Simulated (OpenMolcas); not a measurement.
# InSi2H7 (SMILES [SiH3][SiH2][InH2]): levels of theory compared

Wanted: a comparison of 5 runs (HF/3-21G, BHLYP/def2-SVP, PBE/def2-SVP, revPBE/def2-SVP, CCSD(T)/def2-SVP) of InSi2H7. 

Program for the calculation: OpenMolcas 26.06.

## (1) The molecule

InSi2H7 has 10 atoms, charge 0, and is taken as a singlet. As SMILES, `[SiH3][SiH2][InH2]`. The In3–H9 distance was set to 2.246 Å, away from the relaxed value.

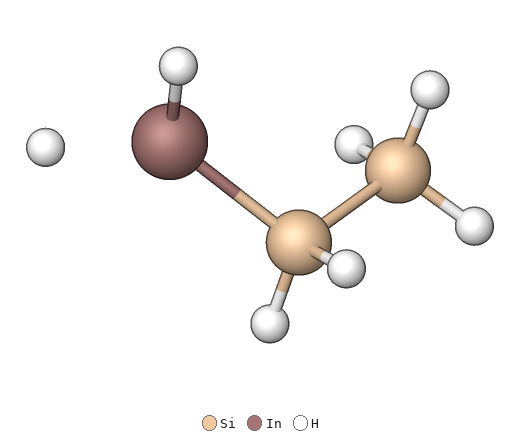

The structure, seen from a chosen angle (silicon light orange, indium brown, hydrogen white).

## (2) The energy at HF/3-21G (run 1)

The input, job.input:

```
&GATEWAY
 BasLib = $CurrDir
 Coord
 10
 angstrom
 Si      -1.413881       0.761759      -1.337825
 Si       0.060119      -0.953241      -0.738625
 In       1.921819      -0.033241       0.776875
 H       -2.504081       0.278159      -2.227725
 H       -0.670681       1.841559      -2.043725
 H       -2.028681       1.349959      -0.115725
 H       -0.724281      -2.027441      -0.064425
 H        0.625719      -1.528441      -1.993525
 H        1.761400      -0.160900       3.013900
 H        3.305819       0.736959       0.084875
 Basis = 3-21G
 Group = NoSym

&SEWARD

&SCF
 Thresholds = 1e-10 1e-07 1e-07 1e-05
 PrOrbitals = 1 1
```

The basis set 3-21G is read from a file made from the Basis Set Exchange's data (not shown).

Started as:

```sh
$ export MOLCAS_MEM=1860
$ pymolcas job.input > job.log
```

The program printed:

```text
--- Start Module: gateway ---
[...]
--- Stop Module: gateway /rc=_RC_ALL_IS_WELL_ ---
--- Start Module: seward ---
[...]
      Basis functions           71
--- Stop Module: seward /rc=_RC_ALL_IS_WELL_ ---
--- Start Module: scf ---
[...]
       Convergence after  11 Iterations
[...]
::    Total SCF energy                              -6293.5148127996
[...]
      Total spin, S                                     0.0000000000
[...]
      Total electronic charge=   84.000000
      Total            charge=   -0.000000
[...]
      Dipole Moment (debye):
      Origin of the operator (angstrom)=    1.0270   -0.0488    0.1563
                   X=  4.1670E-01               Y=  3.4955E-02               Z= -1.0061E+00           Total=  1.0896E+00
      Quadrupole Moment (debye*angstrom):
[...]
--- Stop Module: scf /rc=_RC_ALL_IS_WELL_ ---
[...]
```

Run time: 2.6 s. Hardware: 1 thread of Intel Xeon 6975P-C (Granite Rapids), shared host; peak memory 0.42 GiB.

## (3) A single-point energy at BHLYP/def2-SVP (core potential) (run 2)

The input, mol.inp:

```
>>> EXPORT MOLCAS_PRINT=2

&GATEWAY
  BasLib = $CurrDir
  Coord
  10
  angstrom
  Si      -1.413881       0.761759      -1.337825
  Si       0.060119      -0.953241      -0.738625
  In       1.921819      -0.033241       0.776875
  H       -2.504081       0.278159      -2.227725
  H       -0.670681       1.841559      -2.043725
  H       -2.028681       1.349959      -0.115725
  H       -0.724281      -2.027441      -0.064425
  H        0.625719      -1.528441      -1.993525
  H        1.761400      -0.160900       3.013900
  H        3.305819       0.736959       0.084875
  Basis = def2-SVP
  Group = NoSym

&SEWARD
  GridInput
  Grid=UltraFine
  End of Grid

&SCF
  KSDFT = HYB_GGA_XC_BHANDHLYP
  Thresholds = 1e-10 1e-07 1e-07 1e-05
  PrOrbitals = 0
```

The basis set def2-SVP is read from a file made from the Basis Set Exchange's data (not shown).

Started as:

```sh
$ export MOLCAS_MEM=1860
$ pymolcas mol.inp > mol.log
```

The program printed:

```text
--- Start Module: gateway ---
[...]
--- Stop Module: gateway /rc=_RC_ALL_IS_WELL_ ---
--- Start Module: seward ---
[...]
      Basis functions           97
--- Stop Module: seward /rc=_RC_ALL_IS_WELL_ ---
[...]
--- Start Module: scf ---
[...]
       Convergence after  13 Iterations
[...]
::    Total KS-DFT energy                            -772.9850527596
[...]
      Total spin, S                                     0.0000000000
[...]
      Total electronic charge=   56.000000
      Total            charge=   -0.000000
[...]
      Dipole Moment (debye):
      Origin of the operator (angstrom)=    1.0270   -0.0488    0.1563
                   X=  3.1547E-02               Y= -1.5355E-01               Z= -1.3646E+00           Total=  1.3736E+00
      Quadrupole Moment (debye*angstrom):
[...]
--- Stop Module: scf /rc=_RC_ALL_IS_WELL_ ---
[...]
```

Run time: 19 s. Hardware: 1 thread of Intel Xeon 6975P-C (Granite Rapids), shared host; peak memory 0.54 GiB.

## (4) The energy at PBE/def2-SVP (core potential) (run 3)

The input, calc.input:

```
* H7InSi2 Kohn-Sham DFT

&gateway
 baslib
 $CurrDir
 coord
 10
 angstrom
 Si      -1.413881       0.761759      -1.337825
 Si       0.060119      -0.953241      -0.738625
 In       1.921819      -0.033241       0.776875
 H       -2.504081       0.278159      -2.227725
 H       -0.670681       1.841559      -2.043725
 H       -2.028681       1.349959      -0.115725
 H       -0.724281      -2.027441      -0.064425
 H        0.625719      -1.528441      -1.993525
 H        1.761400      -0.160900       3.013900
 H        3.305819       0.736959       0.084875
 basis
 def2-SVP
 group
 NoSym

&seward
 gridinput
 Grid=UltraFine
 End of Grid

&scf
 ksdft
 PBE
 thresholds
 1e-10 1e-07 1e-07 1e-05
 prorbitals
 1 2
```

The basis set def2-SVP is read from a file made from the Basis Set Exchange's data (not shown).

Started as:

```sh
$ export MOLCAS_MEM=1860
$ pymolcas calc.input > calc.log
```

The program printed:

```text
--- Start Module: gateway ---
[...]
--- Stop Module: gateway /rc=_RC_ALL_IS_WELL_ ---
--- Start Module: seward ---
[...]
      Basis functions           97
--- Stop Module: seward /rc=_RC_ALL_IS_WELL_ ---
[...]
--- Start Module: scf ---
[...]
       Convergence after  16 Iterations
[...]
::    Total KS-DFT energy                            -772.7557768979
[...]
      Total spin, S                                     0.0000000000
[...]
      Total electronic charge=   56.000000
      Total            charge=   -0.000000
[...]
      Dipole Moment (debye):
      Origin of the operator (angstrom)=    1.0270   -0.0488    0.1563
                   X= -1.5557E-02               Y= -1.0474E-01               Z= -1.2431E+00           Total=  1.2476E+00
      Quadrupole Moment (debye*angstrom):
[...]
--- Stop Module: scf /rc=_RC_ALL_IS_WELL_ ---
[...]
```

Wall time 23 s (1 thread of Intel Xeon 6975P-C (Granite Rapids), shared host); peak memory 0.54 GiB.

Run 4 isn't shown in full; the table further down has it.

## (5) The energy at CCSD(T)/def2-SVP (Cholesky decomposition, core potential) (run 5)

The input, test.inp:

```
* H7InSi2 CCSD(T)

&GATEWAY
 BasLib = $CurrDir
 BasisSet
 Si.def2-SVP....
 Si1 -1.413881 0.761759 -1.337825 angstrom
 Si2 0.060119 -0.953241 -0.738625 angstrom
 End of Basis
 BasisSet
 In.def2-SVP....
 In3 1.921819 -0.033241 0.776875 angstrom
 End of Basis
 BasisSet
 H.def2-SVP....
 H4 -2.504081 0.278159 -2.227725 angstrom
 H5 -0.670681 1.841559 -2.043725 angstrom
 H6 -2.028681 1.349959 -0.115725 angstrom
 H7 -0.724281 -2.027441 -0.064425 angstrom
 H8 0.625719 -1.528441 -1.993525 angstrom
 H9 1.761400 -0.160900 3.013900 angstrom
 H10 3.305819 0.736959 0.084875 angstrom
 End of Basis

&SEWARD
 High

&SCF
 Thresholds = 1e-10 1e-07 1e-07 1e-05
 PrOrbitals = 0

&CHCC
 Frozen = 14
 Threshold = 1e-08
 MaxIterations = 80

&CHT3
 Frozen = 14
```

The basis set def2-SVP is read from a file made from the Basis Set Exchange's data (not shown).

Started as:

```sh
$ export MOLCAS_MEM=1860
$ pymolcas test.inp > test.log
```

The program printed:

```text
--- Start Module: gateway ---
[...]
--- Stop Module: gateway /rc=_RC_ALL_IS_WELL_ ---
[...]
      Basis functions           97
[...]
       Convergence after  12 Iterations
[...]
::    Total SCF energy                               -770.8971898470
[...]
      Total spin, S                                     0.0000000000
[...]
      Total electronic charge=   56.000000
      Total            charge=   -0.000000
[...]
      Dipole Moment (debye):
      Origin of the operator (angstrom)=    1.0270   -0.0488    0.1563
                   X=  8.6133E-02               Y= -1.6530E-01               Z= -1.4996E+00           Total=  1.5112E+00
      Quadrupole Moment (debye*angstrom):
[...]
--- Start Module: chcc ---
[...]
--- Stop Module: chcc /rc=_RC_ALL_IS_WELL_ ---
[...]
--- Start Module: cht3 ---
[...]
--- Stop Module: cht3 /rc=_RC_ALL_IS_WELL_ ---
[...]
```

Wall time 2.2 min (1 thread of Intel Xeon 6975P-C (Granite Rapids), shared host); peak memory 0.14 GiB.

## (6) Overview of the runs

```csv
run,level,integration grid,integral approximation,energy (Eh),dipole moment (D) of the reference,HOMO energy (eV),LUMO energy (eV),wall time
1,HF/3-21G,–,none,-6293.514813,1.09,-9.39,0.22,2.6 s
2,BHLYP/def2-SVP (core potential),UltraFine,none,-772.985053,1.37,-7.98,-1.61,19 s
3,PBE/def2-SVP (core potential),UltraFine,none,-772.755777,1.25,-6.11,-2.97,23 s
4,revPBE/def2-SVP (core potential),UltraFine,none,-773.004064,1.28,-6.08,-2.87,22 s
5,"CCSD(T)/def2-SVP (Cholesky decomposition, core potential)",–,CD high,-771.271029,1.51,-9.38,0.23,2.2 min
```

## (7) Results

| quantity | value |
| --- | --- |
| run 5: total energy | -771.27103 Eh |
| run 5: dipole moment (mean-field density) | 1.51 D |
| run 5: HOMO energy (Hartree–Fock orbitals) | -9.38 eV |
| run 5: LUMO energy (Hartree–Fock orbitals) | 0.23 eV |
| run 5: HOMO–LUMO gap (Hartree–Fock orbitals) | 9.61 eV |
| run 5: correlation energy (14 core orbitals frozen) | -373.8 mEh |
| run 5: (T) correction | -10.60 mEh |

Over runs 1, 2, 3, 4 the dipole moment (its size) runs from 1.09 D (HF/3-21G) to 1.37 D (BHLYP/def2-SVP). The two ends differ in method and basis and core potential. Over runs 1, 2, 3, 4 the HOMO–LUMO gap runs from 3.15 eV (PBE/def2-SVP) to 9.60 eV (HF/3-21G). Totals of different functionals can't be ranked against each other. Some runs of one species differ in core potentials or relativity; totals across that change don't compare. In run 1 relativity is left out where basis or elements ask for it. All runs together took 3.3 min, the longest 2.2 min.
